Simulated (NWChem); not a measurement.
# C3H3FO (SMILES C=C(F)C=O): levels of theory compared

Aim: a comparison of 5 runs (HF/STO-3G, HF/3-21G, B3LYP/6-31G*, wB97X/6-31G**) of C3H3FO. 

The calculation is run with NWChem 7.3.0.

### Step 1. The system as given

The species is C3H3FO (8 atoms), meant as a singlet with charge 0. SMILES: `C=C(F)C=O`. Geometry: relaxed at GFN2-xTB. This is one conformer, not always the lowest.

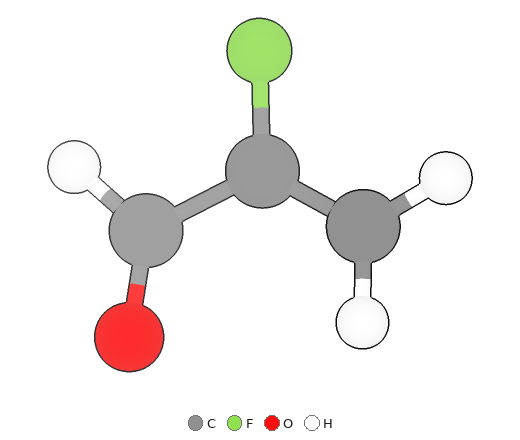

Viewed from a chosen angle; carbon grey, fluorine green, oxygen red, hydrogen white.

### Step 2. Energy and gradient at HF/STO-3G (run 1)

nw.nw

```
START nw
memory stack 880 mb heap 220 mb global 1100 mb
GEOMETRY units atomic noautosym nocenter noautoz
 C      0.86829136     2.19503028     0.24487071
 C      0.62230571    -0.29001627     0.48645330
 F      2.27490900    -1.64154839     1.87768857
 C     -1.38660544    -1.83241073    -0.67215669
 O     -3.04329054    -1.00367134    -1.98415574
 H      2.37625501     3.22307908     1.13975052
 H     -0.48348643     3.21306354    -0.87838250
 H     -1.22837867    -3.86352616    -0.21406818
END
BASIS spherical bse
 C library STO-3G
 F library STO-3G
 O library STO-3G
 H library STO-3G
END
SCF
 thresh 1e-08
 maxiter 80
END
TASK scf gradient
```

Started as:

```bash
$ nwchem nw.nw > nw.out
```

Output:

```text
[...]
  functions       =    28
[...]
  wavefunction    = RHF
[...]
         Total SCF energy =   -285.758245336835
      One-electron energy =   -709.919969218456
      Two-electron energy =    265.421158667131
 Nuclear repulsion energy =    158.740565214490
        Time for solution =      1.0s
[...]
                         RHF ENERGY GRADIENTS
    atom               coordinates                        gradient
                 x          y          z           x          y          z
   1 C       0.868291   2.195030   0.244871    0.008026   0.020322   0.002133
   2 C       0.622306  -0.290016   0.486453   -0.029798  -0.039714  -0.014315
   3 F       2.274909  -1.641548   1.877689   -0.008034   0.007841  -0.007019
   4 C      -1.386605  -1.832411  -0.672157   -0.003117   0.036208  -0.008404
   5 O      -3.043291  -1.003671  -1.984156    0.033628  -0.016365   0.026568
   6 H       2.376255   3.223079   1.139751   -0.003097  -0.002593  -0.001662
   7 H      -0.483486   3.213064  -0.878383    0.002139  -0.005217   0.002394
   8 H      -1.228379  -3.863526  -0.214068    0.000253  -0.000483   0.000305
[...]
```

Run time: 1.6 s. Hardware: 1 thread of AMD EPYC 9R45 (Zen 5), shared host; peak memory 0.099 GiB.

### Step 3. Energy and gradient at HF/3-21G (run 2)

calc.nw

```
start calc
title "C3H3FO"
memory total 2200 mb

geometry noautosym nocenter noautoz
  C     0.459480    1.161560    0.129580
  C     0.329310   -0.153470    0.257420
  F     1.203830   -0.868670    0.993630
  C    -0.733760   -0.969670   -0.355690
  O    -1.610440   -0.531120   -1.049970
  H     1.257460    1.705580    0.603130
  H    -0.255850    1.700280   -0.464820
  H    -0.650030   -2.044490   -0.113280
end

basis spherical bse
  * library 3-21G
end

scf
  thresh 1e-08
  maxiter 80
  noprint "final vectors analysis"
end

task scf gradient
```

Started as:

```bash
$ nwchem calc.nw > calc.out
```

Output:

```text
[...]
  functions       =    51
[...]
  wavefunction    = RHF
[...]
         Total SCF energy =   -288.008999825539
      One-electron energy =   -710.009157175110
      Two-electron energy =    263.259580721024
 Nuclear repulsion energy =    158.740576628548
        Time for solution =      1.1s
[...]
                         RHF ENERGY GRADIENTS
    atom               coordinates                        gradient
                 x          y          z           x          y          z
   1 C       0.868291   2.195030   0.244871    0.007866   0.020866   0.001912
   2 C       0.622306  -0.290016   0.486453   -0.000969  -0.035079   0.005246
   3 F       2.274909  -1.641548   1.877688   -0.005340   0.010525  -0.005579
   4 C      -1.386605  -1.832411  -0.672157   -0.009463   0.019031  -0.009967
   5 O      -3.043290  -1.003671  -1.984156    0.007292  -0.007151   0.006362
   6 H       2.376255   3.223079   1.139750    0.003246   0.003727   0.001764
   7 H      -0.483486   3.213063  -0.878382   -0.002280   0.002314  -0.001967
   8 H      -1.228379  -3.863526  -0.214068   -0.000351  -0.014233   0.002229
[...]
```

It took 1.8 s on 1 thread of AMD EPYC 9R45 (Zen 5), shared host; peak memory 0.1 GiB.

### Step 4. Energy and forces at B3LYP/6-31G(d) (spherical functions) (run 3)

run.py

```python
from ase import Atoms
from ase.calculators.nwchem import NWChem

atoms = Atoms(['C', 'C', 'F', 'C', 'O', 'H', 'H', 'H'], positions=[
    [0.459480, 1.161560, 0.129580],
    [0.329310, -0.153470, 0.257420],
    [1.203830, -0.868670, 0.993630],
    [-0.733760, -0.969670, -0.355690],
    [-1.610440, -0.531120, -1.049970],
    [1.257460, 1.705580, 0.603130],
    [-0.255850, 1.700280, -0.464820],
    [-0.650030, -2.044490, -0.113280],
])

calc = NWChem(
    label='c3h3fo',
    theory='dft',
    memory='2200 mb',
    basis='6-31G*',
    basispar='spherical bse',
    dft={'xc': 'b3lyp', 'mult': '1', 'grid': 'xfine', 'convergence': 'energy 1e-08', 'iterations': '100', 'mulliken': None},
)
atoms.calc = calc

forces = atoms.get_forces()
print("Total energy (eV):", round(atoms.get_potential_energy(), 6))
print("forces (eV/A):")
for s, f in zip(atoms.symbols, forces):
    print(f"{s:2s} {f[0]:10.5f} {f[1]:10.5f} {f[2]:10.5f}")
print("dipole (e A):", atoms.get_dipole_moment().round(4))
```

Started as:

```bash
$ export ASE_NWCHEM_COMMAND="nwchem PREFIX.nwi > PREFIX.nwo"
$ python run.py
```

Output:

```text
Total energy (eV): -7922.226539
forces (eV/A):
C    -0.05795    0.07076   -0.04782
C     0.30128    0.18605    0.17751
F    -0.00046   -0.19618    0.03476
C     0.55191   -0.56276    0.48764
O    -0.78835    0.45329   -0.63439
H     0.24302    0.12172    0.14825
H    -0.24009    0.13874   -0.19335
H    -0.00931   -0.21155    0.02736
dipole (e A): [0.2405 0.1223 0.1505]
```

The calculator wrote c3h3fo.nwi:

```
title "c3h3fo"

permanent_dir c3h3fo

scratch_dir c3h3fo

start c3h3fo

geometry units angstrom nocenter noautosym noautoz
  C  4.5948000000000000e-01 1.1615599999999999e+00 1.2958000000000000e-01
  C  3.2930999999999999e-01 -1.5347000000000000e-01 2.5741999999999998e-01
  F  1.2038300000000000e+00 -8.6867000000000005e-01 9.9363000000000001e-01
  C  -7.3375999999999997e-01 -9.6967000000000003e-01 -3.5569000000000001e-01
  O  -1.6104400000000001e+00 -5.3112000000000004e-01 -1.0499700000000001e+00
  H  1.2574600000000000e+00 1.7055800000000001e+00 6.0313000000000005e-01
  H  -2.5585000000000002e-01 1.7002800000000000e+00 -4.6482000000000001e-01
  H  -6.5003000000000000e-01 -2.0444900000000001e+00 -1.1328000000000001e-01
end

memory 2200 mb

basis spherical bse noprint
   * library 6-31G*
end

dft
  xc b3lyp
  mult 1
  grid xfine
  convergence energy 1e-08
  iterations 100
  mulliken
end

task dft gradient
```

c3h3fo.nwo, cut to the lines that bear on the results:

```text
[...]
         Total DFT energy =     -291.136457818441
[...]
  wavefunction    = closed shell
                         DFT ENERGY GRADIENTS
    atom               coordinates                        gradient
                 x          y          z           x          y          z
   1 C       0.868291   2.195030   0.244871    0.001127  -0.001376   0.000930
   2 C       0.622306  -0.290016   0.486453   -0.005859  -0.003618  -0.003452
   3 F       2.274909  -1.641548   1.877688    0.000009   0.003815  -0.000676
[... 4 lines of this table left out ...]
   8 H      -1.228379  -3.863526  -0.214068    0.000181   0.004114  -0.000532
[...]
```

It took 17 s on 1 thread of AMD EPYC 9R45 (Zen 5), shared host; peak memory 0.14 GiB.

Run 4 isn't shown in full; the table further down has it.

### Step 5. Energy and forces at wB97X/6-31G(d,p) (spherical functions) (run 5)

mol.nw

```
start mol
title "C3H3FO gradient"
memory 2200 mb

geometry noautosym nocenter noautoz
   C     0.459480    1.161560    0.129580
   C     0.329310   -0.153470    0.257420
   F     1.203830   -0.868670    0.993630
   C    -0.733760   -0.969670   -0.355690
   O    -1.610440   -0.531120   -1.049970
   H     1.257460    1.705580    0.603130
   H    -0.255850    1.700280   -0.464820
   H    -0.650030   -2.044490   -0.113280
end

basis spherical bse
   * library 6-31G**
end

dft
   xc wb97x
   grid xfine
   convergence energy 1e-08
   maxiter 100
   mulliken
end

task dft gradient
```

Started as:

```bash
$ nwchem mol.nw > mol.out
```

Output:

```text
[...]
          Wavefunction type:  closed shell.
          No. of atoms     :     8
          No. of electrons :    38
[...]
          Charge           :     0
          Spin multiplicity:     1
[...]
          AO basis - number of functions:    85
[...]
              XC Information
              --------------
                       wb97x  Method XC Functional
                     Hartree-Fock (Exact) Exchange  1.000
                         wb97x Exchange Functional  1.000
                      wb97x Correlation Functional  1.000
[...]
 d= 0,ls=0.0,diis     1   -290.9227325218 -4.50D+02  1.66D-02  1.21D+00     3.4
[...]
 d= 0,ls=0.0,diis    11   -291.0681099204 -9.43D-09  6.37D-07  1.63D-09    37.3
         Total DFT energy =     -291.068109920382
      One electron energy =     -712.879101346107
           Coulomb energy =      299.429861109093
    Exchange-Corr. energy =      -36.359446311915
 Nuclear repulsion energy =      158.740576628548
[...]
      Total Density - Mulliken Population Analysis
     ---------------------------------------------
    Atom       Charge   Shell Charges
 -----------   ------   -------------------------------------------------------
    1 C    6     6.31   2.00  0.67  2.06  0.56  0.99  0.03
    2 C    6     5.66   2.00  0.68  1.97  0.42  0.52  0.07
    3 F    9     9.31   2.00  0.93  3.30  1.03  2.03  0.02
    4 C    6     5.79   2.00  0.70  1.96  0.45  0.59  0.09
    5 O    8     8.35   2.00  0.92  2.85  0.92  1.63  0.03
    6 H    1     0.85   0.52  0.31  0.01
    7 H    1     0.84   0.52  0.30  0.01
    8 H    1     0.90   0.53  0.35  0.01
[...]
  wavefunction    = closed shell
[...]
                         DFT ENERGY GRADIENTS
    atom               coordinates                        gradient
                 x          y          z           x          y          z
   1 C       0.868291   2.195030   0.244871    0.002515   0.006229   0.000632
   2 C       0.622306  -0.290016   0.486453   -0.009938  -0.011803  -0.004958
   3 F       2.274909  -1.641548   1.877688    0.003152   0.002230   0.001805
   4 C      -1.386605  -1.832411  -0.672157   -0.004593   0.011052  -0.005159
   5 O      -3.043290  -1.003671  -1.984156    0.008077  -0.007271   0.006946
   6 H       2.376255   3.223079   1.139750   -0.004860  -0.001622  -0.003098
   7 H      -0.483486   3.213063  -0.878382    0.005238  -0.002014   0.004048
   8 H      -1.228379  -3.863526  -0.214068    0.000408   0.003199  -0.000217
[...]
```

Wall time 49 s (1 thread of AMD EPYC 9R45 (Zen 5), shared host); peak memory 0.14 GiB.

### Step 6. All runs side by side

| run | level | iteration cap | module | energy (Eh) | dipole moment (D) | HOMO energy (eV) | LUMO energy (eV) | wall time |
| --- | --- | --- | --- | --- | --- | --- | --- | --- |
| 1 | HF/STO-3G | 80 | scf | -285.758245 | 0.73 | -8.42 | 5.80 | 1.6 s |
| 2 | HF/3-21G | 80 | scf | -288.009000 | 1.36 | – | – | 1.8 s |
| 3 | B3LYP/6-31G* (spherical functions) | 100 | dft | -291.136458 | 1.48 | -7.48 | -2.09 | 17 s |
| 4 | B3LYP/6-31G* (Cartesian functions) | 100 | dft | -291.140965 | 1.49 | -7.49 | -2.10 | 21 s |
| 5 | wB97X/6-31G** (spherical functions) | 100 | dft | -291.068110 | 1.41 | -10.28 | 0.35 | 49 s |

### Step 7. Outcome

| quantity | value |
| --- | --- |
| run 5: total energy | -291.06811 Eh |
| run 5: dipole moment | 1.41 D |
| run 5: HOMO energy | -10.28 eV |
| run 5: LUMO energy | 0.35 eV |
| run 5: HOMO–LUMO gap | 10.63 eV |
| run 5: largest force on an atom | 0.833 eV/Å |

The dipole moment (its size) runs from 0.73 D (HF/STO-3G) to 1.49 D (B3LYP/6-31G*). The two ends differ in method and basis. Over runs 1, 3, 4, 5 the HOMO–LUMO gap runs from 5.39 eV (B3LYP/6-31G*) to 14.22 eV (HF/STO-3G). Totals of different functionals can't be ranked against each other. In run 1 the basis is minimal, so the values are rough. All runs together took 91 s, the longest 49 s.
